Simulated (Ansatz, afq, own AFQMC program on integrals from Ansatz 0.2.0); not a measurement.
# Ge2H (doublet): quantum Monte Carlo beside coupled cluster, cc-pVDZ, part 2 of 2

Ansatz 0.2.0, Gaussian basis, and an in-house AFQMC program (afq) on its integrals; all values are calculated; cc-pVDZ, frozen cores. Earlier steps stand in the parts before.

## 9. CCSDT(Q) on UHF

Contents of in.yaml:

```yaml
crystal:
  periodic: [false, false, false]
  atoms:
    - {symbol: Ge, position_ang: [0.000000, -0.446640, 1.182358]}
    - {symbol: Ge, position_ang: [0.000000, -0.446640, -1.182358]}
    - {symbol: H, position_ang: [0.000000, 0.893279, 0.000000]}
basis:
  gaussian: {orbitals: cc-pVDZ}
magnetization: {spin_polarized: true, initial_magnetization: 1}
correlation: {method: ccsdt_q, electrons: outside_noble_gas}
```

Started as:

```
ansatz run in.yaml --threads 1 --pin off --events-out ev --progress --plain --max-ram 1843MiB
```

Output (excerpt; [...] marks lines left out):

```text
Functional definition: HF
  name "HF"
  cite "Fock, Z. Phys. 61, 126 (1930) doi:10.1007/BF01340294"
  parent pbe
[...]
1189 factors; integrals over basis functions are off by at most 1.5e-7 eV
[...]
mean field -112959.88069212 eV, -4151.1990484783 hartree, gradient 1.7e-6 eV, S^2 0.756902; 22 other end points of the search recorded, 0 dependent functions left out
determinant -112959.88069212 eV, -4151.1990484783 hartree, with singles and doubles -112964.66714655 eV, -4151.3749474343 hartree
determinant -112959.73595021 eV, -4151.1937293112 hartree, with singles and doubles -112964.52486408 eV, -4151.3697186497 hartree
determinant -112959.50203893 eV, -4151.1851332303 hartree, with singles and doubles -112964.57110221 eV, -4151.3714178699 hartree
determinant -112958.54588612 eV, -4151.1499952624 hartree, with singles and doubles -112962.69404013 eV, -4151.3024371106 hartree
[...]
determinant -112959.88069212 eV, -4151.1990484783 hartree, with singles and doubles -112964.66716920 eV, -4151.3749482667 hartree
determinant -112959.73595021 eV, -4151.1937293112 hartree, with singles and doubles -112964.54156882 eV, -4151.3703325377 hartree
determinant -112959.50203893 eV, -4151.1851332303 hartree, with singles and doubles -112964.57112673 eV, -4151.3714187711 hartree
28 core orbitals not correlated: weight in the atoms' cores, before any rotation towards them, 0.999 or more for the frozen orbitals, at most 0.001 for the correlated occupied ones
reference -112959.88069212 eV, -4151.1990484783 hartree; 5, 4 occupied and 26, 27 virtual orbitals, 1189 factors
second order -3.97139030 eV of doubles, -0.00000000 eV of singles
cycle   1  -4.53577263 eV  change   -5.6e-1 eV  update   8.9e-2
[...]
cycle  16  -5.03297910 eV  change    6.7e-7 eV  update   6.1e-7
perturbative correction -0.01595606 eV, -0.0005863745 hartree
Total energy: -112964.92962728 eV, -4151.3845934232 hartree
```

It took 40 s on 1 thread of Intel Xeon Platinum 8375C at 2.90GHz, shared host.

From the report: ⟨S²⟩ of the determinant 0.757 (pure doublet: 0.75); correlation -5.0489 eV; T1 0.017; largest double amplitude 0.07.

## 10. Phaseless AFQMC, CISD trial on UHF

It reads the integrals that the CCSD(T) run on this determinant wrote.

Started as:

```
afq ham --method phaseless --trial cisd --walkers 60 --populations 1 --least-time 40 --time-step 0.005 --steps-per-block 50 --equilibration-blocks 28 --max-blocks 300 --target-error 0.00036 --factor-cut 1e-05 --start spin_pure --seed 7479 --release-times 0.24,0.5,1,1.5 --release-step 0.02 --release-every 4 --taylor-order 6
```

Output:

```text
orbitals 31  electrons 5 4  factors 250 of 702
reference energy -4151.19904428 Eh
CCSD correlation -0.17589960 Eh in 10 cycles, weight of the determinant in the CISD state 0.8640
energy of the start -4151.374800 Eh
 block  time / (1/Eh)  mean weight  energy / Eh
     1     0.250  0.9995  -4151.372565
     2     0.500  1.0010  -4151.373718
     3     0.750  1.0003  -4151.375354
     4     1.000  1.0010  -4151.374849
     5     1.250  0.9991  -4151.375375
     6     1.500  0.9975  -4151.376869
     7     1.750  1.0017  -4151.377353
     8     2.000  0.9995  -4151.380961
     9     2.250  1.0007  -4151.383494
    10     2.500  1.0020  -4151.386483
    17     4.250  0.9994  -4151.385776
    25     6.250  1.0009  -4151.381075
    33     8.250  0.9996  -4151.380534
    41    10.250  1.0006  -4151.390094
    49    12.250  1.0005  -4151.385111
    57    14.250  1.0001  -4151.386814
    65    16.250  1.0002  -4151.384482
    73    18.250  1.0000  -4151.388521
    81    20.250  0.9996  -4151.382020
    89    22.250  0.9992  -4151.380832
    97    24.250  0.9990  -4151.383744
   105    26.250  1.0001  -4151.383166
   113    28.250  0.9997  -4151.387721
   121    30.250  1.0006  -4151.380369
   129    32.250  1.0004  -4151.383497
   137    34.250  1.0004  -4151.386549
   145    36.250  1.0014  -4151.384389
   153    38.250  1.0009  -4151.390119
   161    40.250  0.9991  -4151.388369
   169    42.250  1.0017  -4151.382809
   177    44.250  0.9977  -4151.379576
   185    46.250  0.9974  -4151.382838
   193    48.250  1.0017  -4151.388065
   201    50.250  0.9996  -4151.382412
   209    52.250  1.0005  -4151.379329
   217    54.250  0.9996  -4151.382799
   225    56.250  1.0014  -4151.384011
   233    58.250  0.9994  -4151.387224
   241    60.250  1.0008  -4151.378055
   249    62.250  0.9992  -4151.383499
   257    64.250  1.0017  -4151.379733
   265    66.250  1.0009  -4151.380048
   273    68.250  0.9998  -4151.380562
   281    70.250  1.0006  -4151.381488
   289    72.250  0.9996  -4151.382675
   297    74.250  1.0006  -4151.378970
   305    76.250  0.9963  -4151.383135
   313    78.250  0.9840  -4151.384836
   321    80.250  1.0014  -4151.382966
blocks merged  error / Eh  count
     1  0.000215  300
     2  0.000272  150
     4  0.000353  75
     8  0.000444  37
    16  0.000516  18
    32  0.000640  9
released: time / (1/Eh)  energy / Eh  error  mean overlap
  0.24  -4151.384148  0.000584  0.9971
  0.50  -4151.383889  0.000450  1.0013
  1.00  -4151.383789  0.000380  1.0133
  1.50  -4151.384376  0.000394  1.0138
energy -4151.383424 +/- 0.000516 Eh
```

It took 5.2 min on 1 thread of Intel Xeon Platinum 8375C at 2.90GHz, shared host.

Energy -112964.8978 ± 0.0140 eV. The run doesn't count as converged. Caveats: constraint bias not in the error; halves of the run differ. The error still grows with block length (0.0121 to 0.0174 eV), so the bar may be too small.

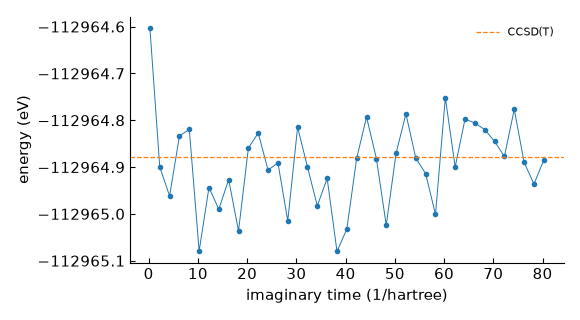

Block energies along the walk.

## 11. Phaseless AFQMC, single-determinant trial on UHF

It reads the integrals that the CCSD(T) run on this determinant wrote.

Started as:

```
afq ham --method phaseless --trial hf --walkers 120 --populations 1 --least-time 40 --time-step 0.005 --steps-per-block 20 --equilibration-blocks 112 --max-blocks 600 --target-error 0.00108 --factor-cut 1e-05 --start spin_pure --seed 1494 --taylor-order 6
```

Output:

```text
orbitals 31  electrons 5 4  factors 250 of 702
reference energy -4151.19904428 Eh
CCSD correlation -0.17589960 Eh in 10 cycles, weight of the determinant in the CISD state 0.8640
energy of the start -4151.199114 Eh
 block  time / (1/Eh)  mean weight  energy / Eh
     1     0.100  1.0000  -4151.222555
     2     0.200  1.0018  -4151.242534
     3     0.300  1.0000  -4151.259264
     4     0.400  1.0000  -4151.279112
     5     0.500  1.0026  -4151.296750
     6     0.600  0.9996  -4151.306728
     7     0.700  1.0009  -4151.319609
     8     0.800  1.0005  -4151.327712
     9     0.900  1.0010  -4151.339641
    10     1.000  1.0005  -4151.350852
    18     1.800  1.0009  -4151.345937
    35     3.500  1.0001  -4151.383123
    52     5.200  0.9996  -4151.368973
    69     6.900  1.0014  -4151.388375
    86     8.600  0.9997  -4151.370398
   103    10.300  1.0007  -4151.376311
   120    12.000  0.9993  -4151.351958
   137    13.700  1.0001  -4151.374424
   154    15.400  1.0016  -4151.390844
   171    17.100  0.9998  -4151.388864
   188    18.800  1.0001  -4151.377141
   205    20.500  1.0013  -4151.383652
   222    22.200  1.0009  -4151.373925
   239    23.900  1.0005  -4151.378722
   256    25.600  0.9989  -4151.379475
   273    27.300  1.0001  -4151.351560
   290    29.000  1.0007  -4151.374142
   307    30.700  0.9999  -4151.368371
   324    32.400  1.0002  -4151.393512
   341    34.100  0.9998  -4151.402006
   358    35.800  1.0004  -4151.398667
   375    37.500  1.0014  -4151.385718
   392    39.200  0.9998  -4151.374338
   409    40.900  1.0004  -4151.394873
   426    42.600  1.0002  -4151.372113
   443    44.300  1.0003  -4151.396047
   460    46.000  0.9998  -4151.367723
   477    47.700  1.0014  -4151.375530
   494    49.400  0.9993  -4151.379560
   511    51.100  0.9979  -4151.392159
   528    52.800  0.9989  -4151.388667
   545    54.500  0.9999  -4151.380561
   562    56.200  0.9997  -4151.421876
   579    57.900  0.9998  -4151.374447
   596    59.600  1.0012  -4151.412672
   613    61.300  1.0003  -4151.390005
   630    63.000  1.0011  -4151.397154
   647    64.700  1.0005  -4151.378637
   664    66.400  1.0003  -4151.398797
   681    68.100  0.9991  -4151.390583
   698    69.800  1.0000  -4151.377145
blocks merged  error / Eh  count
     1  0.000602  600
     2  0.000822  300
     4  0.001092  150
     8  0.001409  75
    16  0.001705  37
    32  0.001870  18
    64  0.002147  9
energy -4151.383166 +/- 0.001870 Eh
```

Wall time 3.2 min (1 thread of Intel Xeon Platinum 8375C at 2.90GHz, shared host).

Energy -112964.8908 ± 0.0509 eV. The run doesn't count as converged. Caveats: constraint bias not in the error; halves of the run differ; error above the target.

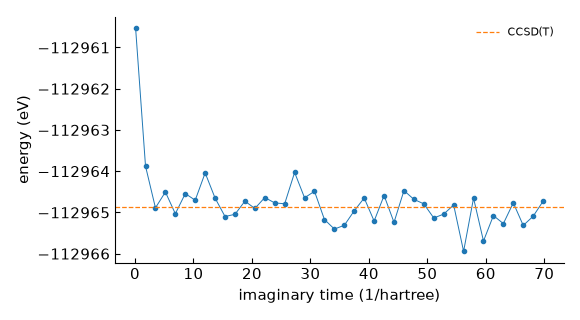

Block energies along the walk.

## 12. Free-projection AFQMC, CISD trial on UHF

It reads the integrals that the CCSD(T) run on this determinant wrote.

Started as:

```
afq ham --method free --trial cisd --walkers 60 --time-step 0.03 --max-blocks 80 --target-error 0.00036 --factor-cut 1e-05 --seed 2381 --times 0,0.3,0.6,1.2,1.8,2.4,3.6,4.8,6 --taylor-order 8
```

Output:

```text
orbitals 31  electrons 5 4  factors 250 of 702
reference energy -4151.19904428 Eh
CCSD correlation -0.17589960 Eh in 10 cycles, weight of the determinant in the CISD state 0.8640
repeat  energy at the last time / Eh  error
    10  -4151.385725  0.001521
    20  -4151.385156  0.001050
    30  -4151.385953  0.001016
    40  -4151.385851  0.001003
    50  -4151.385986  0.000919
    60  -4151.385767  0.000816
    70  -4151.385263  0.000770
    80  -4151.385391  0.000693
time / (1/Eh)  energy / Eh  error  mean overlap
  0.00  -4151.374864  0.000113  1.1574
  0.30  -4151.378643  0.000151  1.1577
  0.60  -4151.380665  0.000165  1.1590
  1.20  -4151.382787  0.000231  1.1622
  1.80  -4151.383201  0.000226  1.1863
  2.40  -4151.383779  0.000287  1.2015
  3.60  -4151.383991  0.000344  1.2307
  4.80  -4151.384985  0.000427  1.2055
  6.00  -4151.385391  0.000693  1.1868
energy -4151.385391 +/- 0.000693 Eh
```

Wall time 3.8 min (1 thread of Intel Xeon Platinum 8375C at 2.90GHz, shared host).

Energy -112964.9513 ± 0.0189 eV. Caveats: remainder of the start not in the error; error above the target.

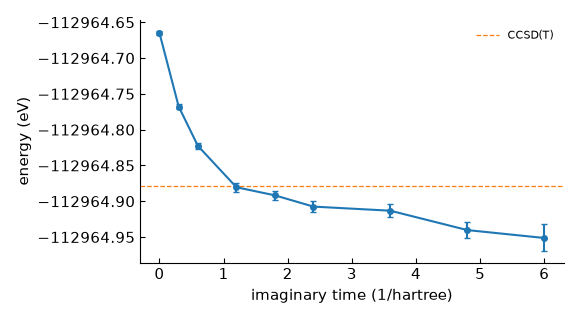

Energy against projection time, with error bars.

## 13. All levels side by side

On the UHF determinant, counted from CCSDT(Q) (a yardstick, not exact):

| level | energy (eV) | from CCSDT(Q) (kcal/mol) | statistical error (kcal/mol) | time |
| --- | --- | --- | --- | --- |
| HF | -112959.8806 | +116.43 |  |  |
| MP2 | -112963.8520 | +24.85 |  |  |
| CCSD | -112964.6671 | +6.06 |  |  |
| CCSD(T) | -112964.8785 | +1.18 |  |  |
| CCSDT(Q) | -112964.9296 | 0.00 |  |  |
| Free-projection AFQMC, CISD trial, step 0.03, 60 walkers | -112964.9513 | -0.50 | 0.44 | 3.8 min |

The functionals' totals stand on their own zeros and serve differences with other points: PBE -113032.457 eV; r2SCAN -113048.752 eV; PBE0 -113035.197 eV; B3LYP -113052.077 eV; wB97M-V -113043.182 eV; B2PLYP -113026.698 eV.

## 14. What came out

What follows sums up all 2 parts.

```
                                              quantity                  value
                          CCSD(T) on UHF from CCSDT(Q)         +1.18 kcal/mol
Free-projection AFQMC, CISD trial on UHF from CCSDT(Q)  -0.50 ± 0.44 kcal/mol
```

In words: Free projection has no constraint; at the last time it gives -0.50 ± 0.44 kcal/mol, and from a start that isn't spin pure other spins can mix in. Error bars are statistical and leave out the constraint, the time step and what remains of the start.
